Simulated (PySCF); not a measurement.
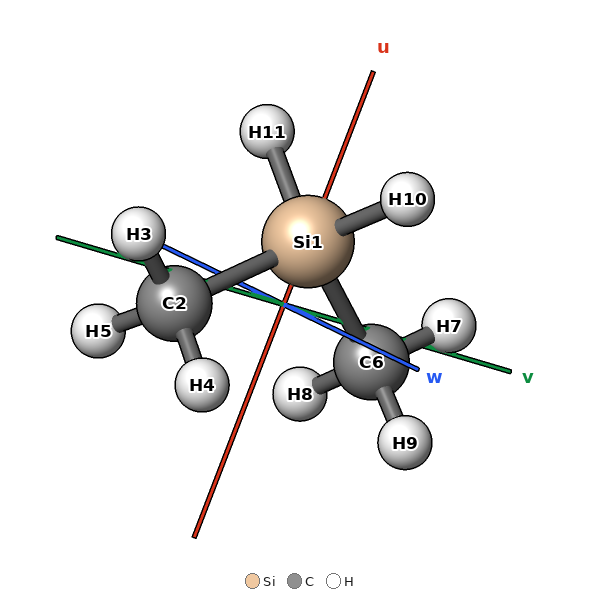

The lines u, v and w are the principal axes of the static dipole polarisability. The computed structure is the end point of a PBE0-D3(BJ)/def2-SVP optimisation. No frequency run is at hand to confirm it as a minimum. Computed with CAM-B3LYP/def2-SVPD (PySCF 2.14.0).

Along which axis is the molecule most polarisable, and along which least?

Most along v, least along w.

Give the three principal values.

u 53.7, v 59.5, w 49.9 bohr³; mean 54.4, anisotropy 8.3 bohr³.
